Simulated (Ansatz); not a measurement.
Start from GaN in the wurtzite structure (space group P6_3mc, No. 186; a = 3.1833 Å, c = 5.1839 Å). Axes: x lies along a and z along c of the hexagonal cell.

Modification: strain tensor (xx, yy, zz, yz, xz, xy) = (+0.23, +1.33, +0.37, −0.29, −0.73, +0.68) %; the atoms relax in the strained cell.

Computed with r2SCAN (Ansatz, a first-principles code), no spin-orbit coupling, earlier PAW set.

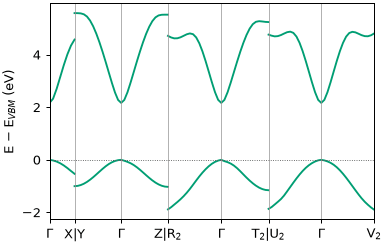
Fig. 1. Highest valence and lowest conduction band along the path of the changed cell's own zone

From the figure, how large is the changed gap, and is it direct?

About 2.2 eV, direct at Γ.

Whether these cells are dynamically stable was not tested. k-point labels follow each cell's own Brillouin zone.
